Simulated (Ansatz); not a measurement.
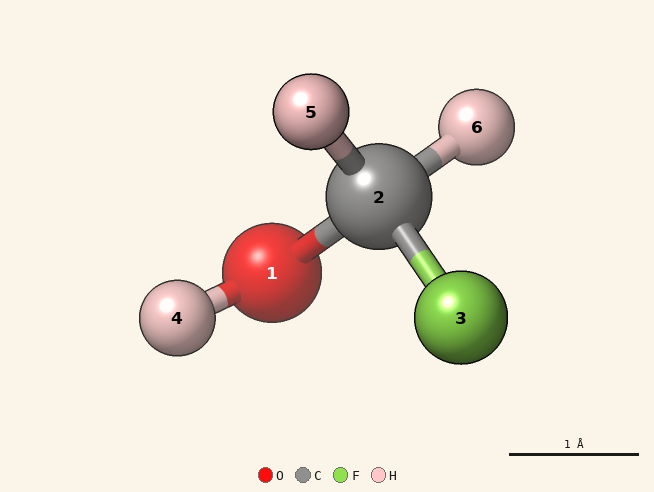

(Drawn from a calculation with Ansatz.)

Orthographic view. Depth is shown by fading: the farther an atom, the more it takes the colour of the background. Geometry: relaxed with PBE0-D4/def2-TZVP with one coordinate held away from its value at the minimum.

Give the geometry as a Z-matrix, atoms in numerical order, with these reference atoms: 2 to 1; 3 to 2, 1; 4 to 1, 2, 3; 5 to 2, 1, 4; 6 to 2, 5, 3.

```
O  
C    1   1.369
F    2   1.381   1   111.0
H    1   0.929   2   109.7   3    71.6
H    2   1.096   1   112.8   4   -47.7
H    2   1.091   5   111.3   3  -117.1
```
